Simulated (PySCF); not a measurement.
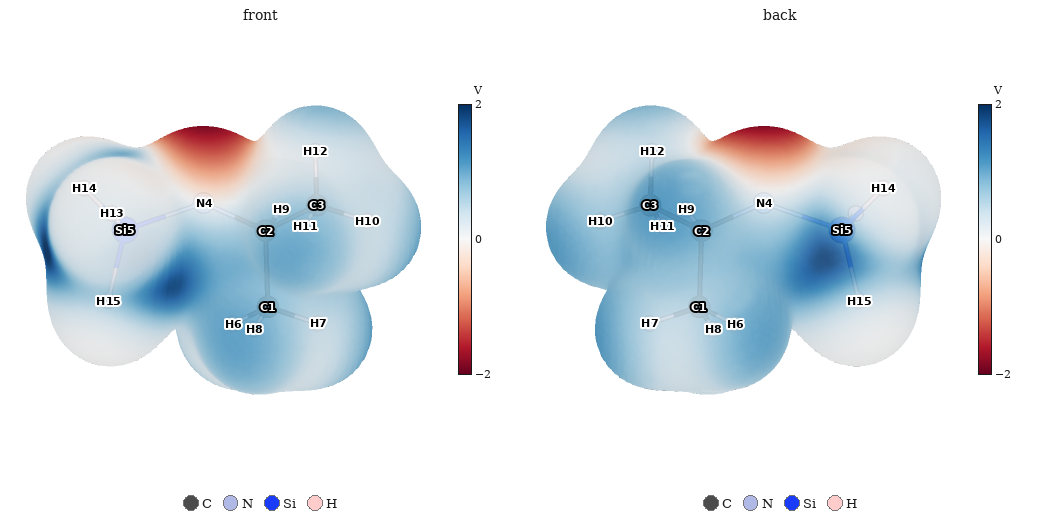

Figure 1: C$_{3}$H$_{10}$NSi (SMILES CC(C)[N][SiH3]) (doublet). The molecular electrostatic potential painted on the density surface at 0.004 e/bohr³, seen from the front and from behind; red is negative and blue positive.

Geometry: GFN2-xTB.

Theory: UKS B3LYP, pcH-1 on C H N Si, non-relativistic, mean-field spin-orbit, GIAO (PySCF).

```csv
atom,x (Å),y (Å),z (Å)
C,-0.6991,-1.2461,-0.2047
C,-0.6115,0.0081,0.6697
C,-1.4969,1.1381,0.1018
N,0.6655,0.4976,0.9034
Si,2.2424,0.0995,0.4872
H,-0.0982,-2.0438,0.2244
H,-1.7301,-1.5824,-0.2837
H,-0.3194,-1.0254,-1.1995
H,-1.0311,-0.2356,1.6647
H,-2.5310,0.8102,0.0393
H,-1.1445,1.4069,-0.8906
H,-1.4334,2.0130,0.7417
H,2.6893,1.2064,-0.3739
H,2.9710,0.1317,1.7606
H,2.5227,-1.1702,-0.2020
```

Question: Where is the surface potential most negative and most positive?

Answer: The most negative region (about −1.8 V) lies over N4, the most positive (about +1.8 V) over Si5. N4 is the likeliest acceptor of a hydrogen bond.
